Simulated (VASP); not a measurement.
Band structure of CsBH4 (space group F-43m). Method: LDA (Ceperley-Alder, Perdew-Zunger), VASP's LDA PAW potentials (set 64) (plane waves; VASP).

Unless said otherwise, spin-orbit coupling is left out, though it shifts the bands of the heavy elements here.

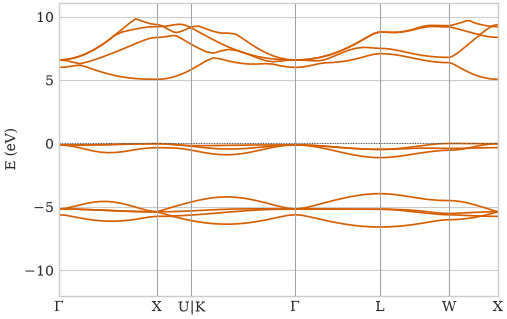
Figure: Bands along high-symmetry lines, zero at the valence-band maximum or, without a gap, the Fermi level

**Question.** Read the plot: is there a gap, and where are the band edges?

**Answer.** The gap is indirect, 5.06 eV, from the valence maximum at W to the conduction minimum at X. (Edges off the drawn lines would not show.)

The structure comes from a computed database's CsBH4 entry (F-43m); how it stands against other phases isn't given here. It was relaxed first, which changed the volume by -11 %.
